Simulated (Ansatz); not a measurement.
**Sn wire along [100], 21 atoms a period, H-terminated: bands by functional**

What gap, if any, does the Sn wire along [100], 21 atoms a period, H-terminated have, and how does it change with the functional?

Main program and level: Ansatz 0.2.0; DFT PBE, plane waves, PAW; relaxation of a wire's period; PAW set soft_1, in the first sound run; inputs show where later runs differ.

**1. Starting point**

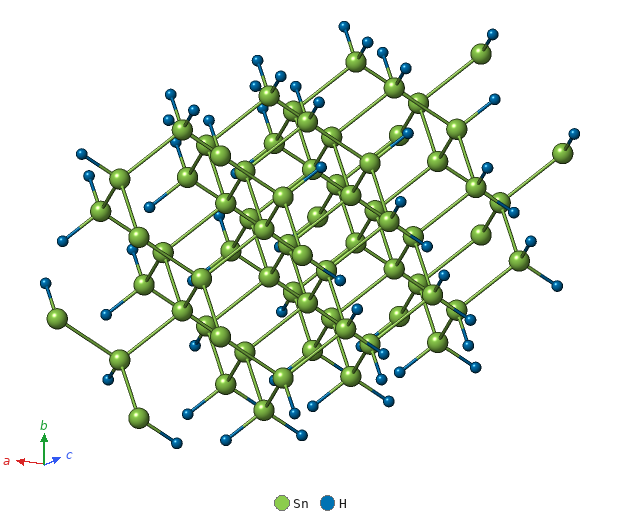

Start, viewed at a slant to the c axis; tin green, hydrogen blue. 1×1×3 cells are drawn. Some periodic images of atoms are drawn too.

The cell holds 41 atoms: 21 Sn and 20 H. Its edges and angles: a = 18.796 Å, b = 18.796 Å, c = 6.650 Å, α = 90.0°, β = 90.0°, γ = 90.0°. Vacuum lies along a and b. The structure's axis is c.

**2. Relaxing the period**

Band widths follow the bond lengths, so the wire is relaxed first. The atoms and the third cell vector are free; the box across stays fixed as vacuum. A Fermi-Dirac smearing is set since the result may be a metal. The pressure printed is a third of the stress's trace over the whole box, vacuum included; only the stress along the axis is relaxed.

input.yaml

```yaml
crystal:
  lattice:
    - [18.796, 0.0, 0.0]
    - [0.0, 18.796, 0.0]
    - [0.0, 0.0, 6.65]
  atoms:
    - { symbol: Sn, position: [0.234643699, 0.58844238, 0.0] }
    - { symbol: Sn, position: [0.41154304, 0.41154304, 0.0] }
    - { symbol: Sn, position: [0.41154304, 0.76534172, 0.0] }
    - { symbol: Sn, position: [0.58844238, 0.234643699, 0.0] }
    - { symbol: Sn, position: [0.58844238, 0.58844238, 0.0] }
    - { symbol: Sn, position: [0.76534172, 0.41154304, 0.0] }
    - { symbol: H, position: [0.269339221, 0.269339221, 0.098065719] }
    - { symbol: H, position: [0.730646198, 0.730646198, 0.098065719] }
    - { symbol: H, position: [0.180889551, 0.534688232, 0.151934281] }
    - { symbol: H, position: [0.465297188, 0.819095868, 0.151934281] }
    - { symbol: H, position: [0.534688232, 0.180889551, 0.151934281] }
    - { symbol: H, position: [0.819095868, 0.465297188, 0.151934281] }
    - { symbol: Sn, position: [0.323093369, 0.323093369, 0.25] }
    - { symbol: Sn, position: [0.323093369, 0.67689205, 0.25] }
    - { symbol: Sn, position: [0.49999271, 0.49999271, 0.25] }
    - { symbol: Sn, position: [0.67689205, 0.323093369, 0.25] }
    - { symbol: Sn, position: [0.67689205, 0.67689205, 0.25] }
    - { symbol: H, position: [0.180889551, 0.465297188, 0.348065719] }
    - { symbol: H, position: [0.465297188, 0.180889551, 0.348065719] }
    - { symbol: H, position: [0.534688232, 0.819095868, 0.348065719] }
    - { symbol: H, position: [0.819095868, 0.534688232, 0.348065719] }
    - { symbol: H, position: [0.269339221, 0.730646198, 0.401934281] }
    - { symbol: H, position: [0.730646198, 0.269339221, 0.401934281] }
    - { symbol: Sn, position: [0.234643699, 0.41154304, 0.5] }
    - { symbol: Sn, position: [0.41154304, 0.234643699, 0.5] }
    - { symbol: Sn, position: [0.41154304, 0.58844238, 0.5] }
    - { symbol: Sn, position: [0.58844238, 0.41154304, 0.5] }
    - { symbol: Sn, position: [0.58844238, 0.76534172, 0.5] }
    - { symbol: Sn, position: [0.76534172, 0.58844238, 0.5] }
    - { symbol: H, position: [0.180889551, 0.357788891, 0.651934281] }
    - { symbol: H, position: [0.357788891, 0.180889551, 0.651934281] }
    - { symbol: H, position: [0.642196528, 0.819095868, 0.651934281] }
    - { symbol: H, position: [0.819095868, 0.642196528, 0.651934281] }
    - { symbol: Sn, position: [0.323093369, 0.49999271, 0.75] }
    - { symbol: Sn, position: [0.49999271, 0.323093369, 0.75] }
    - { symbol: Sn, position: [0.49999271, 0.67689205, 0.75] }
    - { symbol: Sn, position: [0.67689205, 0.49999271, 0.75] }
    - { symbol: H, position: [0.180889551, 0.642196528, 0.848065719] }
    - { symbol: H, position: [0.357788891, 0.819095868, 0.848065719] }
    - { symbol: H, position: [0.642196528, 0.180889551, 0.848065719] }
    - { symbol: H, position: [0.819095868, 0.357788891, 0.848065719] }
kpoints:
  mp_grid: { grid: [1, 1, 13] }
scf:
  occupations: { method: fermi_dirac, width: 0.05 }
hamiltonian:
  xc: pbe
  pseudopotentials: { kind: paw, azcp: { folder: soft_1 } }
relax:
  cell: { fix: [a, b, alpha, beta, gamma] }
  max_steps: 45
  f_tol: 0.03
```

Run with:

```
> ansatz run input.yaml --threads 4 --pin off --max-ram 16384MiB --backend cpu --events-out ev --progress --plain --runs-dir out
```

Numbers of over 12 decimals in the logs are rounded to 6 here.

The program printed:

```text
Engine: ansatz 0.2.0, aarch64-unknown-linux-gnu
Pseudopotentials: kind: paw
Pseudopotential: Sn, paw, valence charge 14, recommended cutoff 420 eV (normal), soft_1/Sn.paw.azcp
Pseudopotential: H, paw, valence charge 1, recommended cutoff 420 eV (normal), soft_1/H.paw.azcp
Functional definition: PBE
  parameter kappa = 0.804
  parameter beta = 0.066725
  exchange = pbe_x(kappa = kappa, mu = beta*pi^2/3)
  correlation = pbe_c(beta = beta)
Crystal: 41 atoms, lattice volume = 2349.376 Å³
Basis set: ecut = 420 eV, 45963 PW (Γ), exchange–correlation on 256×256×90 points (8 copies of the dense FFT grid, shifted against one another)
Bands: 198, of which v1, the nominal top of the filled ones, is band 157 counted from 1 (156 counted from 0)
Symmetry: 8 space group operations
Space group: P-42m (ITA 111), of the structure as read, at distance tolerance 1.3e-4 Å
k-points: 7 of 13
Non-local potential: Sn, projectors of the file, l = 0: 2, l = 1: 2, l = 2: 2, l = 3: 1
Non-local potential: H, projectors of the file, l = 0: 2, l = 1: 1
PAW form: soft (Blöchl's): semilocal exchange-correlation on the pseudo side does not see the compensation charge
PAW one-centre angular grid: Sn, 590 points (default); XC on 64 Gauss nodes
PAW one-centre angular grid: H, 110 points (default); XC on 64 Gauss nodes
Initial density: superposition of atomic densities (neutral atoms: chi_scale 0, normalization atom)
Initial wavefunctions: pseudopotential atomic-orbital guess
Functional: x = pbe(κ = 0.804, μ = 0.219515), c = pbe(β = 0.066725)
SCF iter   1: F=—  HF=-126824.270828 eV  |F-HF|=—  |Δ(HF+E_count)|=         —  Δρ=2.82e-2  dr2=1.98e1  ethr=3.10e-3  ⟨swp⟩=6.9  Hψ=6252  notcnv=0  defer=56
preconditioner: auto → Resta (q_TF=auto, 1.951 Å⁻¹)  ε∞=2.0  [insulator: Δε(μ)=1.230 eV  Ē_g=7.896 eV  σ=0.050 eV  W_gap=1.00  n_scr=304 (ndim 8)  ℏωp=7.8 eV  f_vac=0.532  D(μ)=0.00/eV (n_scr^D=0)  ε∞_Penn≈2.0  vacuum switching on, ρ_ref=4.5e-3 e/Å³]
SCF iter   2: F=—  HF=-126819.647903 eV  |F-HF|=—  |Δ(HF+E_count)|=    4.62e0  Δρ=1.07e-2  dr2=4.18e0  ethr=3.10e-3  ⟨swp⟩=3.1  Hψ=2011  notcnv=0  defer=217
SCF iter   3: F=—  HF=-126819.086289 eV  |F-HF|=—  |Δ(HF+E_count)|=   5.62e-1  Δρ=4.49e-3  dr2=2.39e0  ethr=1.33e-3  ⟨swp⟩=3.3  Hψ=1955  notcnv=0  defer=219
SCF iter   4: F=—  HF=-126818.737366 eV  |F-HF|=—  |Δ(HF+E_count)|=   3.49e-1  Δρ=1.40e-3  dr2=1.22e-1  ethr=7.62e-4  ⟨swp⟩=4.0  Hψ=1539  notcnv=0  defer=219
SCF iter   5: F=—  HF=-126818.738640 eV  |F-HF|=—  |Δ(HF+E_count)|=   1.27e-3  Δρ=5.11e-4  dr2=6.26e-3  ethr=3.90e-5  ⟨swp⟩=2.3  Hψ=2001  notcnv=0  defer=214
SCF iter   6: F=—  HF=-126818.743707 eV  |F-HF|=—  |Δ(HF+E_count)|=   5.07e-3  Δρ=1.29e-4  dr2=5.94e-4  ethr=1.99e-6  ⟨swp⟩=2.0  Hψ=1535  notcnv=0  defer=214
SCF iter   7: F=—  HF=-126818.744315 eV  |F-HF|=—  |Δ(HF+E_count)|=   6.08e-4  Δρ=3.55e-5  dr2=7.39e-5  ethr=1.89e-7  ⟨swp⟩=2.0  Hψ=2270  notcnv=0  defer=214
SCF iter   8: F=—  HF=-126818.743854 eV  |F-HF|=—  |Δ(HF+E_count)|=   4.61e-4  Δρ=1.25e-5  dr2=4.27e-6  ethr=2.35e-8  ⟨swp⟩=2.0  Hψ=2297  notcnv=0  defer=214
SCF iter   9: F=—  HF=-126818.743864 eV  |F-HF|=—  |Δ(HF+E_count)|=   1.03e-5  Δρ=3.70e-6  dr2=5.75e-7  ethr=1.36e-9  ⟨swp⟩=3.0  Hψ=2532  notcnv=0  defer=214
SCF iter  10: F=-126818.743865 eV  HF=-126818.743865 eV  |F-HF|=6.42e-9  |Δ(HF+E_count)|=   6.90e-7  Δρ=1.21e-6  dr2=7.52e-8  ethr=3.18e-11  ⟨swp⟩=5.4  Hψ=4991  notcnv=0
SCF 1 converged in 10 iterations: F = -126818.743865 eV  dr2 = 7.52e-8
  greatest PAW one-centre occupation: 0.991 electrons in one spin orbital (limit 2), on the Sn atom at site 28 (counted from 0), in its partial waves of l = 2
relax step   1: F+E_penalty+E_count = -126818.74386472 eV  Δ(F+E_penalty+E_count) = +0.000e0 eV  max|allowed force component| = 1.694e-1 eV/Å  Δτ_max = 0.0000 Å  P = -0.364 GPa  Ω = 2349.376 Å³  fix = [a, b, alpha, beta, gamma]  reactions: a -0.389, b -0.389 GPa  (10 SCF iters, dr2 threshold 1.00e-7 eV, accepted)
Crystal: 41 atoms, lattice volume = 2339.683 Å³
Basis set: ecut = 420 eV, 45747 PW (Γ), exchange–correlation on 256×256×90 points (8 copies of the dense FFT grid, shifted against one another)
Initial density: handed on by an earlier stage of this run
Initial wavefunctions: those handed on with the density
iter 1 solved again at ethr=2.28e-4 eV; its pass at ethr=3.10e-3 eV (dr2=7.16e-1 eV) is discarded
SCF iter   1: F=—  HF=-126818.735242 eV  |F-HF|=—  |Δ(HF+E_count)|=         —  Δρ=6.70e-3  dr2=7.25e-1  ethr=2.28e-4  ⟨swp⟩=5.6  Hψ=6269  notcnv=0  defer=3
preconditioner: auto → Resta (q_TF=auto, 1.952 Å⁻¹)  ε∞=1.5  [insulator: Δε(μ)=1.690 eV  Ē_g=19.003 eV  σ=0.050 eV  W_gap=1.00  n_scr=296 (ndim 8)  ℏωp=13.6 eV  f_vac=0.583  D(μ)=0.00/eV (n_scr^D=0)  ε∞_Penn≈1.5  vacuum switching on, ρ_ref=2.6e-2 e/Å³]
SCF iter   2: F=—  HF=-126818.633612 eV  |F-HF|=—  |Δ(HF+E_count)|=   1.02e-1  Δρ=3.30e-3  dr2=1.57e-1  ethr=2.28e-4  ⟨swp⟩=2.9  Hψ=1953  notcnv=0  defer=64
SCF iter   3: F=—  HF=-126818.627985 eV  |F-HF|=—  |Δ(HF+E_count)|=   5.63e-3  Δρ=4.86e-4  dr2=3.08e-2  ethr=5.00e-5  ⟨swp⟩=3.3  Hψ=1922  notcnv=0  defer=64
SCF iter   4: F=—  HF=-126818.623215 eV  |F-HF|=—  |Δ(HF+E_count)|=   4.77e-3  Δρ=2.37e-4  dr2=7.94e-3  ethr=9.80e-6  ⟨swp⟩=2.3  Hψ=1716  notcnv=0  defer=70
SCF iter   5: F=—  HF=-126818.622222 eV  |F-HF|=—  |Δ(HF+E_count)|=   9.94e-4  Δρ=1.05e-4  dr2=2.76e-4  ethr=2.53e-6  ⟨swp⟩=2.0  Hψ=1406  notcnv=0  defer=70
SCF iter   6: F=—  HF=-126818.621779 eV  |F-HF|=—  |Δ(HF+E_count)|=   4.43e-4  Δρ=3.39e-5  dr2=3.33e-5  ethr=8.79e-8  ⟨swp⟩=3.0  Hψ=2521  notcnv=0  defer=70
SCF iter   7: F=—  HF=-126818.621789 eV  |F-HF|=—  |Δ(HF+E_count)|=   1.07e-5  Δρ=1.14e-5  dr2=2.67e-6  ethr=1.06e-8  ⟨swp⟩=2.0  Hψ=1577  notcnv=0  defer=70
SCF iter   8: F=-126818.621791 eV  HF=-126818.621791 eV  |F-HF|=2.44e-8  |Δ(HF+E_count)|=   1.79e-6  Δρ=2.95e-6  dr2=2.56e-7  ethr=5.71e-10  ⟨swp⟩=5.0  Hψ=4214  notcnv=0
SCF 2 converged in 8 iterations: F = -126818.621791 eV  dr2 = 2.56e-7
  greatest PAW one-centre occupation: 0.990 electrons in one spin orbital (limit 2), on the Sn atom at site 14 (counted from 0), in its partial waves of l = 2
relax step   2: F+E_penalty+E_count = -126818.62179117 eV  Δ(F+E_penalty+E_count) = +1.221e-1 eV  max|allowed force component| = 7.398e-1 eV/Å  Δτ_max = 0.1914 Å  P = +0.301 GPa  Ω = 2339.683 Å³  energy of the carried Pulay correction = +9.009e-4 eV  fix = [a, b, alpha, beta, gamma]  (8 SCF iters, dr2 threshold 1.79e-6 eV, rejected (line search))
Crystal: 41 atoms, lattice volume = 2347.771 Å³
iter 1 solved again at ethr=9.10e-5 eV; its pass at ethr=3.10e-3 eV (dr2=2.86e-1 eV) is discarded
[...]
SCF iter   4: F=—  HF=-126819.018779 eV  |F-HF|=—  |Δ(HF+E_count)|=   1.06e-4  Δρ=7.64e-7  dr2=2.40e-8  ethr=1.06e-11  ⟨swp⟩=3.0  Hψ=1970  notcnv=0
SCF iter   5: F=—  HF=-126819.018786 eV  |F-HF|=—  |Δ(HF+E_count)|=   7.36e-6  Δρ=3.01e-7  dr2=6.27e-10  ethr=7.63e-12  ⟨swp⟩=3.0  Hψ=1759  notcnv=0
SCF iter   6: F=-126819.018789 eV  HF=-126819.018789 eV  |F-HF|=2.43e-7  |Δ(HF+E_count)|=   2.74e-6  Δρ=7.32e-8  dr2=9.48e-11  ethr=1.00e-12  ⟨swp⟩=6.0  Hψ=4290  notcnv=0
SCF 8 converged in 6 iterations: F = -126819.018789 eV  dr2 = 9.48e-11
relax step   8: F+E_penalty+E_count = -126819.01878936 eV  Δ(F+E_penalty+E_count) = -2.570e-4 eV  max|allowed force component| = 2.938e-2 eV/Å  Δτ_max = 0.0000 Å  P = -0.009 GPa  Ω = 2351.212 Å³  fix = [a, b, alpha, beta, gamma]  reactions: a -0.009, b -0.009 GPa  stress off target by 1.06e-2 GPa on what of the cell is left free  SCF on the basis re-selected at this cell (its energy is not comparable with the rows above)  (6 SCF iters)
basis re-selected at this cell: Δ(F+E_penalty+E_count) = -2.570e-4 eV, ΔP = +0.000 GPa vs the last step (what re-selecting the basis moved, of the pressure what is left beyond the Pulay correction that the steps carried, after the strain that the cell walked since its last selection, with what the two solves' SCF thresholds leave and, on support functions, any second-order correction that the steps lacked; it is no m [...]
SCF converged after 6 iterations
Free energy (F): -126819.018789 eV
Harris-Foulkes:  -126819.018789 eV  (|F-HF|=2.43e-7)
Internal energy: -126819.018789 eV  (E = F + TS)
E sigma→0 (E₀):  -126819.018789 eV
Entropy (-TS):   -0.000000 eV (-0.000 meV/atom)
Fermi energy:    -0.580221 eV
--- Per-component energies (eV) ---
  E_band       = -5134.780916
  E_kinetic    = 3774.830740
  E_local      = -124417.517795  (includes V_loc(G=0)·N_el)
  E_nonlocal   = 3053.971520
  E_hartree    = 60588.932584
  E_xc         = -2795.605804
  E_vxc        = -1882.030799  (∫ρ·V_xc dr)
  E_paw        = -91789.238182  (= ΣΔE_a)
  E_vpaw       = -6841.888820  (= ΣTr[D̂ρ^β])
  E_aug_tail   = -0.011539  (compensation charges beyond the density's cutoff)
  E_ewald      = 24765.619686
  E_smearing   = -0.000000  (= −TS)
  E_closure    = -0.000000  (closes the sum)
  Σ components = -126819.018789   (vs F -126819.018789, Δ=0.00e0)
--- Forces (eV/Å), atoms counted from 1 ---
  atom   1  Sn    -0.02938402     0.00085322    -0.01207680
  atom   2  Sn    -0.00384141    -0.00384141    -0.01635459
  atom   3  Sn    -0.00085322     0.02938402    -0.01207680
  atom   4  Sn     0.00085322    -0.02938402    -0.01207680
  atom   5  Sn     0.00384141     0.00384141    -0.01635459
  atom   6  Sn     0.02938402    -0.00085322    -0.01207680
  atom   7  H      0.00081289     0.00081289    -0.00368659
  atom   8  H     -0.00081289    -0.00081289    -0.00368659
  atom   9  H      0.02136486     0.01974855    -0.01722212
  atom  10  H     -0.01974855    -0.02136486    -0.01722212
  atom  11  H      0.01974855     0.02136486    -0.01722212
  atom  12  H     -0.02136486    -0.01974855    -0.01722212
  atom  13  Sn    -0.01213774    -0.01213774     0.01217268
  atom  14  Sn    -0.01213774     0.01213774    -0.01217268
  atom  15  Sn     0.00000000     0.00000000     0.00000000
  atom  16  Sn     0.01213774    -0.01213774    -0.01217268
  atom  17  Sn     0.01213774     0.01213774     0.01217268
  atom  18  H      0.02136486    -0.01974855     0.01722212
  atom  19  H     -0.01974855     0.02136486     0.01722212
  atom  20  H      0.01974855    -0.02136486     0.01722212
  atom  21  H     -0.02136486     0.01974855     0.01722212
  atom  22  H      0.00081289    -0.00081289     0.00368659
  atom  23  H     -0.00081289     0.00081289     0.00368659
  atom  24  Sn    -0.02938402    -0.00085322     0.01207680
  atom  25  Sn    -0.00085322    -0.02938402     0.01207680
  atom  26  Sn    -0.00384141     0.00384141     0.01635459
  atom  27  Sn     0.00384141    -0.00384141     0.01635459
  atom  28  Sn     0.00085322     0.02938402     0.01207680
  atom  29  Sn     0.02938402     0.00085322     0.01207680
  atom  30  H      0.01325207     0.01861778    -0.02145680
  atom  31  H      0.01861778     0.01325207    -0.02145680
  atom  32  H     -0.01861778    -0.01325207    -0.02145680
  atom  33  H     -0.01325207    -0.01861778    -0.02145680
  atom  34  Sn    -0.01407729     0.00000000     0.00000000
  atom  35  Sn    -0.00000000    -0.01407729     0.00000000
  atom  36  Sn     0.00000000     0.01407729    -0.00000000
  atom  37  Sn     0.01407729     0.00000000     0.00000000
  atom  38  H      0.01325207    -0.01861778     0.02145680
  atom  39  H      0.01861778    -0.01325207     0.02145680
  atom  40  H     -0.01861778     0.01325207     0.02145680
  atom  41  H     -0.01325207     0.01861778     0.02145680
  max |Σ_I F_I| component: 1.73e-17 eV/Å
--- Stress (GPa, compression-positive) ---
       -0.008686       0.000000       0.000000
        0.000000      -0.008686       0.000000
        0.000000       0.000000      -0.010627
  P = ⅓ Tr σ = -0.0093 GPa (-0.093 kbar)
--- Relaxed structure (7 steps of the walk, 6 accepted, 1 SCFs on fresh bases) ---
  F+E_penalty+E_count = -126819.01878936 eV   max|allowed force component| = 2.938e-2 eV/Å   (the final SCF, on the basis selected at the relaxed cell)
  cell:  # Å, volume = 2351.2118 Å³
    - [18.796, 0.0, 0.0]
    - [0.0, 18.796, 0]
    - [0.0, 0, 6.655196]
  atoms:
    - { symbol: Sn, position: [0.239064, 0.592379, -0.012481] }
    - { symbol: Sn, position: [0.412704, 0.412704, -0.000161935] }
    - { symbol: Sn, position: [0.407607, 0.760921, -0.012481] }
    - { symbol: Sn, position: [0.592379, 0.239064, -0.012481] }
    - { symbol: Sn, position: [0.587281, 0.587281, -0.000161935] }
    - { symbol: Sn, position: [0.760921, 0.407607, -0.012481] }
    - { symbol: H, position: [0.272028, 0.272028, 0.102752] }
    - { symbol: H, position: [0.727957, 0.727957, 0.102752] }
    - { symbol: H, position: [0.175288, 0.544172, 0.117601] }
    - { symbol: H, position: [0.455813, 0.824698, 0.117601] }
    - { symbol: H, position: [0.544172, 0.175288, 0.117601] }
    - { symbol: H, position: [0.824698, 0.455813, 0.117601] }
    - { symbol: Sn, position: [0.325859, 0.325859, 0.251736] }
    - { symbol: Sn, position: [0.325859, 0.674127, 0.248264] }
    - { symbol: Sn, position: [0.499993, 0.499993, 0.250000] }
    - { symbol: Sn, position: [0.674127, 0.325859, 0.248264] }
    - { symbol: Sn, position: [0.674127, 0.674127, 0.251736] }
    - { symbol: H, position: [0.175288, 0.455813, 0.382399] }
    - { symbol: H, position: [0.455813, 0.175288, 0.382399] }
    - { symbol: H, position: [0.544172, 0.824698, 0.382399] }
    - { symbol: H, position: [0.824698, 0.544172, 0.382399] }
    - { symbol: H, position: [0.272028, 0.727957, 0.397248] }
    - { symbol: H, position: [0.727957, 0.272028, 0.397248] }
    - { symbol: Sn, position: [0.239064, 0.407607, 0.512481] }
    - { symbol: Sn, position: [0.407607, 0.239064, 0.512481] }
    - { symbol: Sn, position: [0.412704, 0.587281, 0.500162] }
    - { symbol: Sn, position: [0.587281, 0.412704, 0.500162] }
    - { symbol: Sn, position: [0.592379, 0.760921, 0.512481] }
    - { symbol: Sn, position: [0.760921, 0.592379, 0.512481] }
    - { symbol: H, position: [0.193753, 0.350544, 0.673096] }
    - { symbol: H, position: [0.350544, 0.193753, 0.673096] }
    - { symbol: H, position: [0.649442, 0.806233, 0.673096] }
    - { symbol: H, position: [0.806233, 0.649442, 0.673096] }
    - { symbol: Sn, position: [0.324532, 0.499993, 0.75] }
    - { symbol: Sn, position: [0.499993, 0.324532, 0.75] }
    - { symbol: Sn, position: [0.499993, 0.675453, 0.75] }
    - { symbol: Sn, position: [0.675453, 0.499993, 0.75] }
    - { symbol: H, position: [0.193753, 0.649442, 0.826904] }
    - { symbol: H, position: [0.350544, 0.806233, 0.826904] }
    - { symbol: H, position: [0.649442, 0.193753, 0.826904] }
    - { symbol: H, position: [0.806233, 0.350544, 0.826904] }
```

Elapsed: 15 min, on 4 threads of Arm Neoverse V1, shared host; peak memory 7.9 GiB.

(Part 1 of 2 ends here.)

[Logs are printed without paths, hosts, clocks, repeated set-up lines and the standing remarks that a program may print on its own settings, such as how far it seeks lower states.]

[Hosts, paths, dates, database ids (printed as entryN), source tags and the programs' standing remarks are cut or masked in the printed files.]
